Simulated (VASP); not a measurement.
Band structure of Al₄P₃Sb (ordered alloy cell). Level of theory: PBEsol GGA, VASP's PBE PAW potentials (set 64) (plane waves; VASP 6.6.1).

Unless said otherwise, spin-orbit coupling is left out, though it shifts the bands of the heavy elements here.

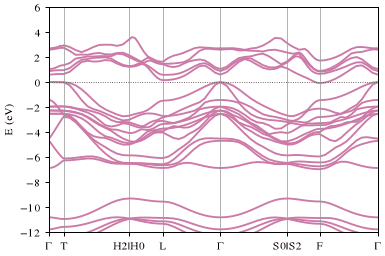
Figure: Bands along high-symmetry lines, zero at the valence-band maximum or, without a gap, the Fermi level

Q: Read the plot: is there a gap, and where are the band edges?

A: It has no gap at this level: it comes out as a metal or semimetal. (Edges off the drawn lines would not show.)

The structure was generated: Al4P3Sb was put into an ordered model structure (R3m), which need not be its known phase. It was relaxed first.
